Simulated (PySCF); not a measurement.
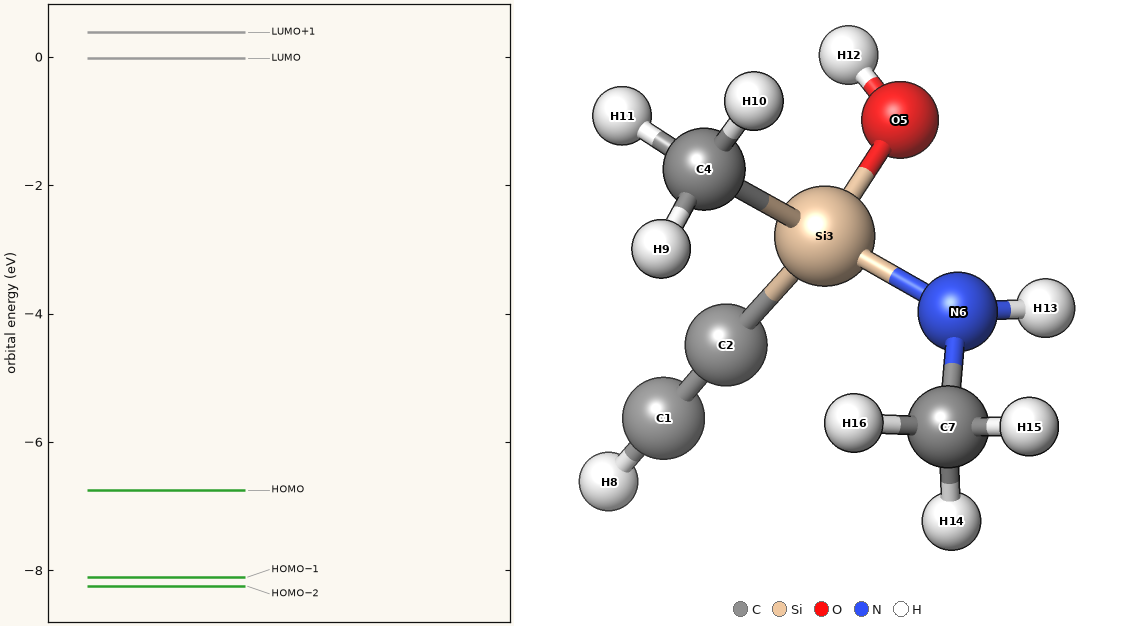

C₄H₉NOSi, SMILES C#C[Si@](C)(O)NC. Kohn-Sham orbital energies near the frontier, PBE0/def2-SVPD in PySCF, at a GFN2-xTB geometry (no frequency check), isolated molecule; empty levels in grey, levels within 0.03 eV side by side.

### Where do the frontier orbitals lie?

HOMO at −6.75 eV, LUMO at −0.02 eV, 6.72 eV apart.

### On which atoms do HOMO and LUMO mostly sit?

HOMO: N6 59 %, C7 12 %, Si3 6 %. LUMO: C1 25 %, C2 23 %, Si3 16 % (Löwdin shares).

### List the levels with the atoms that carry most of them (a dash for levels above zero or within 0.03 eV of another, where shares mean little).

| orbital | energy (eV) | Löwdin shares |
| --- | --- | --- |
| LUMO+1 | 0.39 | – |
| LUMO | −0.02 | C1 25 %, C2 23 %, Si3 16 % |
| HOMO | −6.75 | N6 59 %, C7 12 %, Si3 6 % |
| HOMO−1 | −8.11 | C1 39 %, C2 39 %, C4 8 % |
| HOMO−2 | −8.25 | C2 41 %, C1 39 %, O5 6 % |

Known limits of this run: the tight-binding geometry is rougher than a DFT one and adds to the error; one conformer of a flexible molecule; empty levels above zero depend strongly on the basis.
